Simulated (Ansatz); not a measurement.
# BePd: how the settings move a relaxation

Question: which choices in the input matter for BePd?

Computed with Ansatz 0.2.0 (reference: DFT, PBEsol, PAW with Ansatz's default frozen-core files, scalar-relativistic; relaxation of cell and atoms, unless a step's input says otherwise).

1 further run of the same task is left out (set aside as unsound or not needed).

### 1 Starting point

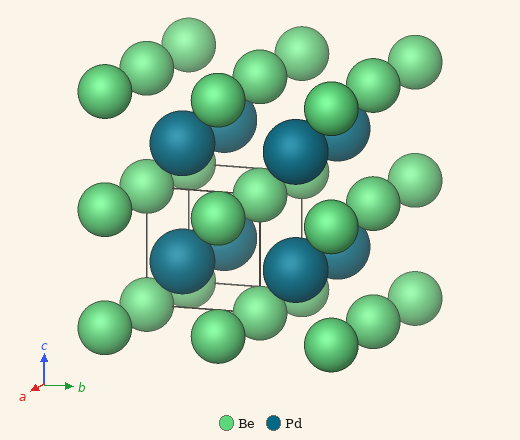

Start, viewed slightly off an axis; beryllium green, palladium blue. 2×2×2 cells are drawn. Atoms on the faces are drawn again on the opposite ones.

As a file:

```cif
data_structure
_symmetry_space_group_name_H-M 'Pm-3m'
_symmetry_Int_Tables_number 221
_cell_length_a 2.8130
_cell_length_b 2.8130
_cell_length_c 2.8130
_cell_angle_alpha 90.000
_cell_angle_beta 90.000
_cell_angle_gamma 90.000
_cell_volume 22.26
loop_
_atom_site_label
_atom_site_type_symbol
_atom_site_symmetry_multiplicity
_atom_site_Wyckoff_symbol
_atom_site_fract_x
_atom_site_fract_y
_atom_site_fract_z
_atom_site_occupancy
Be1 Be 1 a 0.00000 0.00000 0.00000 1
Pd1 Pd 1 b 0.50000 0.50000 0.50000 1
```

### 2 Reference

Contents of input.yaml:

```yaml
crystal:
  lattice:
    - [2.813, 0.0, 0.0]
    - [0.0, 2.813, 0.0]
    - [0.0, 0.0, 2.813]
  atoms:
    - { symbol: Be, position: [0.0, 0.0, 0.0] }
    - { symbol: Pd, position: [0.5, 0.5, 0.5] }
kpoints:
  mp_grid: { grid: [14, 14, 14] }
scf:
  occupations: { method: fermi_dirac, width: 0.08 }
hamiltonian:
  xc: pbesol
  pseudopotentials: { kind: paw }
relax:
  f_tol: 0.002
  max_steps: 80
  cell: {}
output:
  forces: true
  stress: true
```

Launch:

```sh
> ansatz run input.yaml --threads 1 --pin off --max-ram 2560MiB --backend cpu --events-out ev --progress --plain --runs-dir out
```

From the output:

```text
[...]
Basis set: ecut = 420 eV, 461 PW (Γ), exchange–correlation on 40×40×40 points (8 copies of the dense FFT grid, shifted against one another)
[...]
k-points: 120 of 2744
[...]
SCF iter   1: F=—  HF=-6998.256125 eV  |F-HF|=—  |Δ(HF+E_count)|=         —  Δρ=9.04e-3  dr2=1.85e-2  ethr=1.77e-3  ⟨swp⟩=5.1  Hψ=9540  notcnv=0
preconditioner: auto → none  [metal: Δε(μ)=0.001 eV  Ē_g=10.779 eV  σ=0.080 eV  W_gap=0.00  n_scr=6 (ndim 8)  ℏωp=27.3 eV  f_vac=0.000  D(μ)=0.77/eV (n_scr^D=6)  sad-step TF]
SCF iter   2: F=—  HF=-6998.252877 eV  |F-HF|=—  |Δ(HF+E_count)|=   3.25e-3  Δρ=4.71e-3  dr2=5.47e-3  ethr=9.25e-5  ⟨swp⟩=1.0  Hψ=2640  notcnv=0
[...]
relax step   1: F+E_penalty+E_count = -6998.25162214 eV  Δ(F+E_penalty+E_count) = +0.000e0 eV  max|allowed force component| = 8.020e-30 eV/Å  Δτ_max = 0.0000 Å  P = -2.982 GPa  Ω = 22.259 Å³  (6 SCF iters, dr2 threshold 1.00e-7 eV, accepted)
[...]
Basis set: ecut = 420 eV, 437 PW (Γ), exchange–correlation on 40×40×40 points (8 copies of the dense FFT grid, shifted against one another)
[...]
relax step   2: F+E_penalty+E_count = -6998.25500120 eV  Δ(F+E_penalty+E_count) = -3.379e-3 eV  max|allowed force component| = 5.259e-30 eV/Å  Δτ_max = 0.0000 Å  P = +0.575 GPa  Ω = 21.836 Å³  energy of the carried Pulay correction = +1.134e-4 eV  (6 SCF iters
[...]
relax step   3: F+E_penalty+E_count = -6998.25509984 eV  Δ(F+E_penalty+E_count) = -9.863e-5 eV  max|allowed force component| = 9.433e-30 eV/Å  Δτ_max = 0.0000 Å  P = -0.017 GPa  Ω = 21.903 Å³  energy of the carried Pulay correction = +9.521e-5 eV  (6 SCF iters
[...]
SCF iter   8: F=-6998.255003 eV  HF=-6998.255003 eV  |F-HF|=0.00e0  |Δ(HF+E_count)|=    0.00e0  Δρ=2.11e-10  dr2=5.14e-18  ethr=1.00e-12  ⟨swp⟩=1.0  Hψ=1680  notcnv=0
SCF iter   9: F=-6998.255003 eV  HF=-6998.255003 eV  |F-HF|=1.82e-12  |Δ(HF+E_count)|=    0.00e0  Δρ=1.70e-11  dr2=3.17e-20  ethr=1.00e-12  ⟨swp⟩=1.0  Hψ=3840  notcnv=0
[...]
relax step   4: F+E_penalty+E_count = -6998.25500335 eV  Δ(F+E_penalty+E_count) = +9.648e-5 eV  max|allowed force component| = 1.052e-30 eV/Å  Δτ_max = 0.0000 Å  P = -0.013 GPa  Ω = 21.903 Å³  stress off target by 1.27e-2 GPa  SCF on the basis re-selected at t
[...]
SCF converged after 9 iterations
Free energy (F): -6998.255003 eV
[...]
E sigma→0 (E₀):  -6998.247197 eV
[...]
Fermi energy:    17.156438 eV
[...]
  P = ⅓ Tr σ = -0.0127 GPa (-0.127 kbar)
--- Relaxed structure (3 steps of the walk, 3 accepted, 1 SCFs on fresh bases) ---
[...]
```

Run time: 8.6 s. Hardware: 1 thread of Arm Neoverse V1, shared host; peak memory 0.32 GiB.

### 3 Changed: mp_grid.shift [0.5, 0.5, 0.5], mixing.algorithm anderson, mixing.beta 0.2

input.yaml: that of step 2 with these lines changed.

```diff
@@ -9,5 +9,6 @@
 kpoints:
-  mp_grid: { grid: [14, 14, 14] }
+  mp_grid: { grid: [14, 14, 14], shift: [0.5, 0.5, 0.5] }
 scf:
   occupations: { method: fermi_dirac, width: 0.08 }
+  mixing: { algorithm: anderson, beta: 0.2 }
 hamiltonian:
```

Launch:

```sh
> ansatz run input.yaml --threads 1 --pin off --max-ram 2560MiB --backend cpu --events-out ev --progress --plain --runs-dir out
```

Output:

```text
Engine: ansatz 0.2.0
Pseudopotentials: kind: paw
Pseudopotential: Be, paw, valence charge 2, recommended cutoff 420 eV (normal), Be.paw.azcp
Pseudopotential: Pd, paw, valence charge 18, recommended cutoff 420 eV (normal), Pd.paw.azcp
Functional definition: PBEsol
  exchange = pbesol_x
  correlation = pbesol_c
Crystal: 2 atoms, lattice volume = 22.259 Å³
Basis set: ecut = 420 eV, 461 PW (Γ), exchange–correlation on 40×40×40 points (8 copies of the dense FFT grid, shifted against one another)
Bands: 14, of which v1, the nominal top of the filled ones, is band 10 counted from 1 (9 counted from 0)
Symmetry: 48 space group operations
Space group: Pm-3m (ITA 221), of the structure as read, at distance tolerance 2.8e-5 Å
k-points: 84 of 2744
Non-local potential: Be, projectors of the file, l = 0: 2, l = 1: 2, l = 2: 1
Non-local potential: Pd, projectors of the file, l = 0: 2, l = 1: 2, l = 2: 2, l = 3: 1
PAW form: soft (Blöchl's): semilocal exchange-correlation on the pseudo side does not see the compensation charge
PAW frozen core: Be, regenerated for the run's functional, and the local potential with it (the file was generated under x = pbe(κ = 0.804, μ = 0.2195149727645171), c = pbe(β = 0.06672455060314922))
PAW frozen core: Pd, regenerated for the run's functional, and the local potential with it (the file was generated under x = pbe(κ = 0.804, μ = 0.2195149727645171), c = pbe(β = 0.06672455060314922))
PAW one-centre angular grid: Be, 110 points (default); XC on 64 Gauss nodes
PAW one-centre angular grid: Pd, 590 points (default); XC on 64 Gauss nodes
Initial density: superposition of atomic densities (neutral atoms: chi_scale 0, normalization atom), corrected by the library's trained network
Initial wavefunctions: pseudopotential atomic-orbital guess
Functional: x = pbesol(κ = 0.804, μ = 0.12345679012345678), c = pbesol(β = 0.046)
SCF iter   1: F=—  HF=-6998.255236 eV  |F-HF|=—  |Δ(HF+E_count)|=         —  Δρ=8.95e-3  dr2=1.82e-2  ethr=1.77e-3  ⟨swp⟩=5.0  Hψ=6711  notcnv=0
preconditioner: auto → none  [metal: Δε(μ)=0.054 eV  Ē_g=10.763 eV  σ=0.080 eV  W_gap=0.16  n_scr=6 (ndim 8)  ℏωp=27.3 eV  f_vac=0.000  D(μ)=0.91/eV (n_scr^D=6)  sad-step TF]
SCF iter   2: F=—  HF=-6998.252502 eV  |F-HF|=—  |Δ(HF+E_count)|=   2.73e-3  Δρ=5.73e-3  dr2=7.41e-3  ethr=9.11e-5  ⟨swp⟩=1.0  Hψ=1848  notcnv=0  κ⁻¹=1.0e0(r=1)
SCF iter   3: F=—  HF=-6998.250852 eV  |F-HF|=—  |Δ(HF+E_count)|=   1.65e-3  Δρ=1.31e-3  dr2=1.29e-4  ethr=3.71e-5  ⟨swp⟩=2.5  Hψ=1820  notcnv=0  κ⁻¹=7.5e-5(r=2)
SCF iter   4: F=—  HF=-6998.250841 eV  |F-HF|=—  |Δ(HF+E_count)|=   1.07e-5  Δρ=8.08e-4  dr2=1.15e-4  ethr=6.43e-7  ⟨swp⟩=2.0  Hψ=1929  notcnv=0  κ⁻¹=3.1e-5(r=3)
SCF iter   5: F=—  HF=-6998.250813 eV  |F-HF|=—  |Δ(HF+E_count)|=   2.83e-5  Δρ=5.54e-5  dr2=2.05e-7  ethr=5.77e-7  ⟨swp⟩=2.6  Hψ=1619  notcnv=0  κ⁻¹=7.7e-8(r=4)
SCF iter   6: F=—  HF=-6998.250794 eV  |F-HF|=—  |Δ(HF+E_count)|=   1.87e-5  Δρ=1.60e-5  dr2=3.17e-8  ethr=5.00e-10  ⟨swp⟩=4.0  Hψ=3684  notcnv=0  κ⁻¹=1.1e-8(r=5)
SCF iter   7: F=-6998.250794 eV  HF=-6998.250794 eV  |F-HF|=3.71e-10  |Δ(HF+E_count)|=   9.78e-9  Δρ=2.95e-6  dr2=1.62e-9  ethr=1.59e-10  ⟨swp⟩=2.0  Hψ=3655  notcnv=0
SCF 1 converged in 7 iterations: F = -6998.250794 eV  dr2 = 1.62e-9
relax step   1: F+E_penalty+E_count = -6998.25079384 eV  Δ(F+E_penalty+E_count) = +0.000e0 eV  max|allowed force component| = 6.344e-30 eV/Å  Δτ_max = 0.0000 Å  P = -2.943 GPa  Ω = 22.259 Å³  (7 SCF iters, dr2 threshold 1.00e-7 eV, accepted)
Crystal: 2 atoms, lattice volume = 21.841 Å³
Basis set: ecut = 420 eV, 437 PW (Γ), exchange–correlation on 40×40×40 points (8 copies of the dense FFT grid, shifted against one another)
Initial density: handed on by an earlier stage of this run
Initial wavefunctions: those handed on with the density
iter 1 solved again at ethr=3.81e-5 eV; its pass at ethr=3.10e-3 eV (dr2=7.62e-3 eV) is discarded
SCF iter   1: F=—  HF=-6998.255920 eV  |F-HF|=—  |Δ(HF+E_count)|=         —  Δρ=4.69e-3  dr2=7.29e-3  ethr=3.81e-5  ⟨swp⟩=1.0  Hψ=7536  notcnv=0
preconditioner: auto → none  [metal: Δε(μ)=0.058 eV  Ē_g=10.939 eV  σ=0.080 eV  W_gap=0.18  n_scr=6 (ndim 8)  ℏωp=27.5 eV  f_vac=0.000  D(μ)=0.89/eV (n_scr^D=6)]
SCF iter   2: F=—  HF=-6998.254381 eV  |F-HF|=—  |Δ(HF+E_count)|=   1.54e-3  Δρ=1.78e-3  dr2=7.25e-4  ethr=3.65e-5  ⟨swp⟩=1.2  Hψ=1222  notcnv=0  κ⁻¹=1.0e0(r=1)
SCF iter   3: F=—  HF=-6998.254203 eV  |F-HF|=—  |Δ(HF+E_count)|=   1.78e-4  Δρ=1.29e-3  dr2=1.91e-4  ethr=3.62e-6  ⟨swp⟩=1.0  Hψ=1181  notcnv=0  κ⁻¹=2.2e-3(r=2)
SCF iter   4: F=—  HF=-6998.254098 eV  |F-HF|=—  |Δ(HF+E_count)|=   1.04e-4  Δρ=1.01e-4  dr2=9.33e-7  ethr=9.57e-7  ⟨swp⟩=3.0  Hψ=2211  notcnv=0  κ⁻¹=9.1e-7(r=3)
SCF iter   5: F=—  HF=-6998.254099 eV  |F-HF|=—  |Δ(HF+E_count)|=   5.09e-7  Δρ=4.90e-5  dr2=3.37e-7  ethr=1.00e-9  ⟨swp⟩=4.0  Hψ=3660  notcnv=0  κ⁻¹=2.1e-7(r=4)
SCF iter   6: F=-6998.254099 eV  HF=-6998.254099 eV  |F-HF|=1.78e-10  |Δ(HF+E_count)|=   6.19e-8  Δρ=2.56e-6  dr2=6.67e-10  ethr=1.00e-9  ⟨swp⟩=4.0  Hψ=3551  notcnv=0
SCF 2 converged in 6 iterations: F = -6998.254099 eV  dr2 = 6.67e-10
relax step   2: F+E_penalty+E_count = -6998.25409902 eV  Δ(F+E_penalty+E_count) = -3.305e-3 eV  max|allowed force component| = 8.415e-30 eV/Å  Δτ_max = 0.0000 Å  P = +0.555 GPa  Ω = 21.841 Å³  energy of the carried Pulay correction = +1.118e-4 eV  (6 SCF iters, dr2 threshold 2.00e-7 eV, accepted)
Crystal: 2 atoms, lattice volume = 21.907 Å³
iter 1 solved again at ethr=8.45e-7 eV; its pass at ethr=3.10e-3 eV (dr2=1.69e-4 eV) is discarded
SCF iter   1: F=—  HF=-6998.254262 eV  |F-HF|=—  |Δ(HF+E_count)|=         —  Δρ=7.39e-4  dr2=1.82e-4  ethr=8.45e-7  ⟨swp⟩=1.0  Hψ=6345  notcnv=0
preconditioner: auto → none  [metal: Δε(μ)=0.054 eV  Ē_g=10.959 eV  σ=0.080 eV  W_gap=0.17  n_scr=6 (ndim 8)  ℏωp=27.5 eV  f_vac=0.000  D(μ)=0.92/eV (n_scr^D=6)]
SCF iter   2: F=—  HF=-6998.254197 eV  |F-HF|=—  |Δ(HF+E_count)|=   6.43e-5  Δρ=2.83e-4  dr2=1.86e-5  ethr=8.45e-7  ⟨swp⟩=1.3  Hψ=1273  notcnv=0  κ⁻¹=1.0e0(r=1)
SCF iter   3: F=—  HF=-6998.254193 eV  |F-HF|=—  |Δ(HF+E_count)|=   4.39e-6  Δρ=2.05e-4  dr2=4.85e-6  ethr=9.32e-8  ⟨swp⟩=1.1  Hψ=1190  notcnv=0  κ⁻¹=2.1e-3(r=2)
SCF iter   4: F=-6998.254191 eV  HF=-6998.254191 eV  |F-HF|=5.40e-9  |Δ(HF+E_count)|=   2.00e-6  Δρ=1.41e-5  dr2=1.98e-8  ethr=1.00e-9  ⟨swp⟩=2.8  Hψ=4546  notcnv=0
SCF 3 converged in 4 iterations: F = -6998.254191 eV  dr2 = 1.98e-8
relax step   3: F+E_penalty+E_count = -6998.25419090 eV  Δ(F+E_penalty+E_count) = -9.187e-5 eV  max|allowed force component| = 5.068e-29 eV/Å  Δτ_max = 0.0000 Å  P = -0.017 GPa  Ω = 21.907 Å³  energy of the carried Pulay correction = +9.416e-5 eV  (4 SCF iters, dr2 threshold 2.00e-7 eV, accepted)
Initial wavefunctions: pseudopotential atomic-orbital guess (no wavefunctions were taken with the density)
iter 1 solved again at ethr=5.58e-8 eV; its pass at ethr=3.10e-3 eV (dr2=1.12e-5 eV) is discarded
SCF iter   1: F=—  HF=-6998.254124 eV  |F-HF|=—  |Δ(HF+E_count)|=         —  Δρ=3.06e-5  dr2=4.45e-8  ethr=5.58e-8  ⟨swp⟩=2.8  Hψ=9534  notcnv=0
preconditioner: auto → none  [metal: Δε(μ)=0.054 eV  Ē_g=10.952 eV  σ=0.080 eV  W_gap=0.17  n_scr=6 (ndim 8)  ℏωp=27.5 eV  f_vac=0.000  D(μ)=0.92/eV (n_scr^D=6)]
SCF iter   2: F=—  HF=-6998.254094 eV  |F-HF|=—  |Δ(HF+E_count)|=   3.00e-5  Δρ=2.35e-5  dr2=2.53e-8  ethr=2.23e-10  ⟨swp⟩=2.5  Hψ=1956  notcnv=0  κ⁻¹=1.0e0(r=1)
SCF iter   3: F=—  HF=-6998.254094 eV  |F-HF|=—  |Δ(HF+E_count)|=   3.77e-9  Δρ=1.76e-5  dr2=1.38e-8  ethr=1.26e-10  ⟨swp⟩=1.0  Hψ=1176  notcnv=0  κ⁻¹=5.3e-2(r=2)
SCF iter   4: F=—  HF=-6998.254094 eV  |F-HF|=—  |Δ(HF+E_count)|=   8.15e-9  Δρ=3.80e-6  dr2=7.98e-10  ethr=6.92e-11  ⟨swp⟩=2.0  Hψ=1954  notcnv=0  κ⁻¹=5.3e-5(r=3)
SCF iter   5: F=—  HF=-6998.254094 eV  |F-HF|=—  |Δ(HF+E_count)|=  5.22e-10  Δρ=6.77e-7  dr2=1.31e-10  ethr=3.99e-12  ⟨swp⟩=2.2  Hψ=1685  notcnv=0  κ⁻¹=2.3e-6(r=4)
SCF iter   6: F=-6998.254094 eV  HF=-6998.254094 eV  |F-HF|=4.55e-12  |Δ(HF+E_count)|=  3.00e-11  Δρ=1.52e-7  dr2=3.91e-12  ethr=1.00e-12  ⟨swp⟩=3.7  Hψ=4863  notcnv=0
SCF 4 converged in 6 iterations: F = -6998.254094 eV  dr2 = 3.91e-12
relax step   4: F+E_penalty+E_count = -6998.25409353 eV  Δ(F+E_penalty+E_count) = +9.737e-5 eV  max|allowed force component| = 4.174e-29 eV/Å  Δτ_max = 0.0000 Å  P = -0.013 GPa  Ω = 21.907 Å³  stress off target by 1.29e-2 GPa  SCF on the basis re-selected at this cell (its energy is not comparable with the rows above)  (6 SCF iters)
basis re-selected at this cell: Δ(F+E_penalty+E_count) = +9.737e-5 eV, ΔP = +0.004 GPa vs the last step (what re-selecting the basis moved, of the pressure what is left beyond the Pulay correction that the steps carried, after the strain that the cell walked since its last selection, with what the two solves' SCF thresholds leave and, on support functions, any second-order correction that the steps lacked; it is no measure of the basis error at this ecutwfc). This SCF's stress stands 1.29e-2 GPa from its target on what of the cell is left free (relax.cell.stress_tol is 5.00e-2 GPa) and its largest allowed force component is 4.17e-29 eV/Å (relax.f_tol is 2.00e-3 eV/Å): within both
SCF converged after 6 iterations
Stability not checked: this state was not tested for a lower state beside it, because the mixer in use, unlike msr1, does not test its closes by its own steps (another_mixer; see scf.mixing.algorithm and scf.lower_state_search)
Free energy (F): -6998.254094 eV
Harris-Foulkes:  -6998.254094 eV  (|F-HF|=4.55e-12)
Internal energy: -6998.236194 eV  (E = F + TS)
E sigma→0 (E₀):  -6998.245144 eV
Entropy (-TS):   -0.017900 eV (-8.950 meV/atom)
Fermi energy:    17.156712 eV
--- Per-component energies (eV) ---
  E_band       = -186.355915
  E_kinetic    = 534.561088
  E_local      = -2184.753853  (includes V_loc(G=0)·N_el)
  E_nonlocal   = 221.972320
  E_hartree    = 902.940786
  E_xc         = -188.518382
  E_vxc        = -233.642741  (∫ρ·V_xc dr)
  E_paw        = -3741.531242  (= ΣΔE_a)
  E_vpaw       = -330.374615  (= ΣTr[D̂ρ^β])
  E_aug_tail   = 0.000217  (compensation charges beyond the density's cutoff)
  E_ewald      = -2543.219184
  E_core_change = 0.312055  (= ΣΔE_core)
  E_smearing   = -0.017900  (= −TS)
  E_closure    = -0.000000  (closes the sum)
  Σ components = -6998.254094   (vs F -6998.254094, Δ=0.00e0)
--- Forces (eV/Å), atoms counted from 1 ---
  atom   1  Be     0.00000000     0.00000000     0.00000000
  atom   2  Pd     0.00000000    -0.00000000     0.00000000
  max |Σ_I F_I| component: 8.48e-29 eV/Å
--- Stress (GPa, compression-positive) ---
       -0.012927       0.000000      -0.000000
        0.000000      -0.012927      -0.000000
       -0.000000      -0.000000      -0.012927
  P = ⅓ Tr σ = -0.0129 GPa (-0.129 kbar)
--- Relaxed structure (3 steps of the walk, 3 accepted, 1 SCFs on fresh bases) ---
  F+E_penalty+E_count = -6998.25409353 eV   max|allowed force component| = 4.174e-29 eV/Å   (the final SCF, on the basis selected at the relaxed cell)
  cell:  # Å, volume = 21.9067 Å³
    - [2.7980719006725203, -9.62964972193618e-35, 0.0]
    - [-1.6049416203226962e-34, 2.7980719006725203, 0.0]
    - [-6.419766481290786e-35, 0.0, 2.7980719006725203]
  atoms:
    - { symbol: Be, position: [-5.1890718106589077e-48, -3.5659029957335956e-37, -3.565902995720623e-37] }
    - { symbol: Pd, position: [0.49999999999999994, 0.49999999999999994, 0.49999999999999994] }
```

It took 5.7 s on 1 thread of Arm Neoverse V1, shared host; peak memory 0.29 GiB.

Changing the k-point mesh and mixing leaves the energy as it was (+0.5 meV/atom). Cost: 23 SCF cycles against 27, 5.7 s against 8.6 s.

### 4 Comparison

| run | ending | energy change | pressure (GPa) | gap (eV) | force (eV/Å) | cycles | time |
| --- | --- | --- | --- | --- | --- | --- | --- |
| reference | converged | 0 | 0.0 | 0.00 | 0.00 | 27 | 8.6 s |
| 1: mp_grid.shift [0.5, 0.5, 0.5], mixing.algorithm anderson, mixing.beta 0.2 | converged | +0.5 meV/atom | 0.0 | 0.00 | 0.00 | 23 | 5.7 s |

What this shows: Changing the k-point mesh and mixing leaves the energy as it was (+0.5 meV/atom). Cost: 23 SCF cycles against 27, 5.7 s against 8.6 s.
